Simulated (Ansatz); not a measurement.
The starting structures come from a database of crystals and need not be the phases stable at ambient conditions.

 Where the default PAW files enter, the runs use the earlier of Ansatz's two default sets.

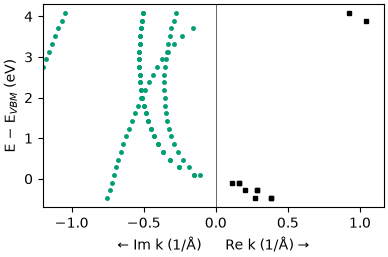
Fig. 1. Complex bands at the centre of the two-dimensional zone; r2SCAN (Ansatz, a program for electronic structure)

No gap correction and no spin-orbit coupling; mid-gap values are interpolated between computed energies.

Question: This is Li₂S (Fm-3m, anti-fluorite, not sure to be the ambient phase, 3 atoms a cell, 15.2 Å³ an atom) along the normal of (001). Read off the slowest decay at the centre of the two-dimensional zone at 2.00 eV, the computed energy nearest the middle of the gap.

Answer: κ ≈ 0.36 1/Å, a decay length 1/(2κ) of the density of 1.4 Å.
